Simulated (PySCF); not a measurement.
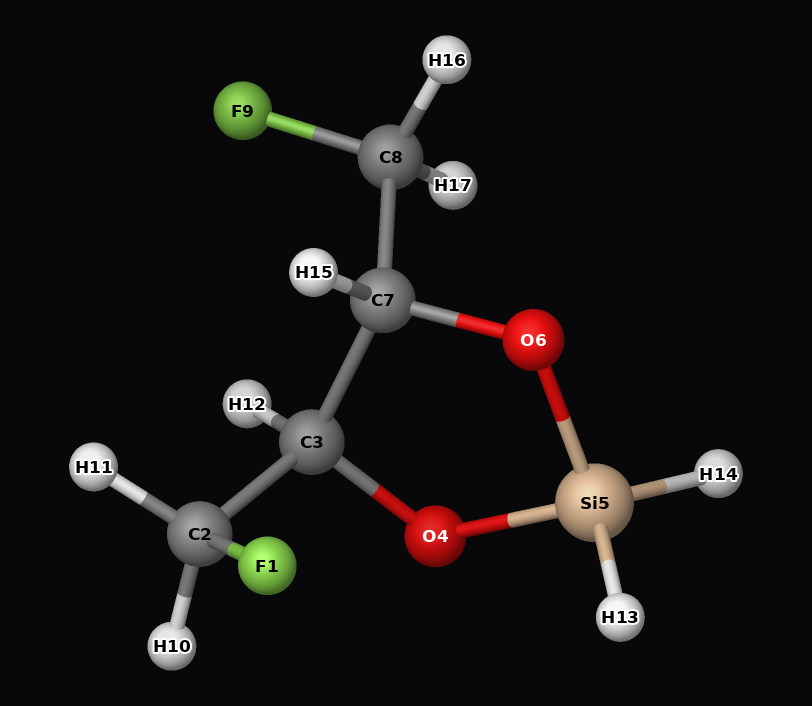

Computed geometry: GFN2-xTB optimisation. No frequency run is at hand to confirm it as a minimum. Electric field gradients from the ground-state density, PBE0/pcSseg-1 (PySCF 2.14.0), non-relativistic apart from any core potentials.

Give the largest field-gradient component, the quadrupole coupling constant and the asymmetry for 17O at O4 (Q = −25.6 mb), 17O at O6 (Q = −25.6 mb), 2H at H10 (Q = 2.86 mb), 2H at H11 (Q = 2.86 mb).

```tsv
atom	V_zz (a.u.)	e²qQ/h (MHz)	η
O4	1.696	−10.20	0.44
O6	1.734	−10.43	0.44
H10	0.290	0.195	0.08
H11	0.289	0.194	0.07
```

The geometry is semi-empirical. Around Si such bond lengths and angles can be off by a tenth of an ångström or more and by several degrees, and values that hang on the shape move with them.
